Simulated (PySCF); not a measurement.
# SiS (SMILES [Si-]#[S+]) at MP2/STO-3G

What is the vertical singlet–triplet gap of SiS at MP2/STO-3G? 

The results are computed with PySCF 2.14.0.

20 further runs of the same task are left out: 7 that didn't finish, 13 set aside as unsound or not needed.

### Step 1. The molecule

The species is SiS (2 atoms), meant as a singlet with charge 0. SMILES: `[Si-]#[S+]`. The bond length is the measured one.

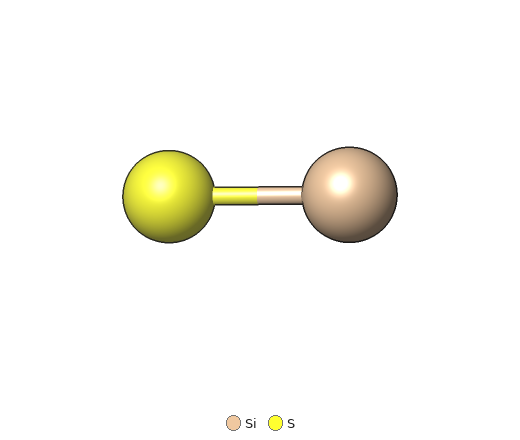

The structure, seen from a chosen angle (silicon light orange, sulfur yellow).

### Step 2. A single-point energy at MP2/STO-3G

The input, job.py:

```python
from pyscf import gto, mp

mol = gto.M(
    atom=[
    ('Si', (0.000000, 0.000000, 0.000000)),
    ('S', (0.000000, 0.000000, 1.929321)),
],
    spin=0,
    max_memory=1860,
    basis='sto-3g',
    verbose=3,
)

mf = mol.RHF()
mf.conv_tol = 1e-10
mf.kernel()
if not mf.converged:
    mf = mf.newton().run(mf.mo_coeff, mf.mo_occ)

pt = mp.MP2(mf, frozen=10).run()
energy = pt.e_tot
print('E(%s) = %.9f' % ('MP2', energy))
```

Command:

```
$ OMP_NUM_THREADS=1 python job.py
```

What it wrote:

```text
converged SCF energy = -678.742278023807
E(RMP2) = -678.837672446078  E_corr = -0.0953944222713539
E(SCS-RMP2) = -678.835286763831  E_corr = -0.0930087400244727
E(MP2) = -678.837672446
```

Run time: 0.63 s. Hardware: 1 thread of Arm Neoverse V2, shared host; peak memory 0.12 GiB.

### Step 3. The triplet at the same level

The input, job.py:

```python
from pyscf import gto, scf, mp

system = gto.Mole()
system.atom = '''
Si     0.000000     0.000000     0.000000
S      0.000000     0.000000     3.645888
'''
system.unit = 'bohr'
system.spin = 2
system.verbose = 3
system.max_memory = 1860
system.basis = 'sto-3g'
system.build()

mf = scf.UHF(system)
mf.conv_tol = 1e-10
mf.kernel()
if not mf.converged:
    mf = mf.newton().run(mf.mo_coeff, mf.mo_occ)

pt = mp.MP2(mf, frozen=10).run()
e_final = pt.e_tot
print('E(%s) = %.9f' % ('MP2', e_final))
```

Command:

```
$ OMP_NUM_THREADS=1 python job.py
```

What it wrote:

```text
WARN: HOMO 0.0875541697471049 >= LUMO -0.234660629209099

SCF not converged.
SCF energy = -678.629023685744 after 50 cycles  <S^2> = 2.0414514  2S+1 = 3.0275081
converged SCF energy = -678.632545158687  <S^2> = 2.4865276  2S+1 = 3.3084906
E(UMP2) = -678.668327758308  E_corr = -0.0357825996210209
E(SCS-UMP2) = -678.668503536725  E_corr = -0.0359583780377233
E(MP2) = -678.668327758
```

Wall time 0.76 s (1 thread of Arm Neoverse V2, shared host); peak memory 0.12 GiB.

### Step 4. What came out

Level: MP2/STO-3G, 10 core orbitals frozen.

| quantity | value |
| --- | --- |
| singlet: total energy | -678.83767 Eh |
| singlet: dipole moment (Hartree–Fock density) | 2.03 D |
| singlet: HOMO energy (Hartree–Fock orbitals) | -6.15 eV |
| singlet: LUMO energy (Hartree–Fock orbitals) | 6.56 eV |
| singlet: HOMO–LUMO gap (Hartree–Fock orbitals) | 12.70 eV |
| singlet: correlation energy (10 core orbitals frozen) | -95.4 mEh |
| triplet: total energy | -678.66833 Eh |
| triplet: dipole moment (Hartree–Fock density) | 2.28 D |
| triplet: HOMO energy (Hartree–Fock orbitals) (highest over α and β) | -3.14 eV |
| triplet: LUMO energy (Hartree–Fock orbitals) (lowest over α and β) | 3.95 eV |
| triplet: correlation energy (10 core orbitals frozen) | -35.8 mEh |
| triplet: ⟨S²⟩ of the reference determinant | 2.487 |
| vertical energy of the triplet above the singlet | 4.608 eV |

**Reading.** At this shape the triplet lies 4.61 eV (445 kJ/mol) above the singlet. In a minimal basis such a difference can be off by several eV, whatever the method. ⟨S²⟩ (triplet) is 2.49 where a pure triplet has 2.00: the reference is spin-contaminated.
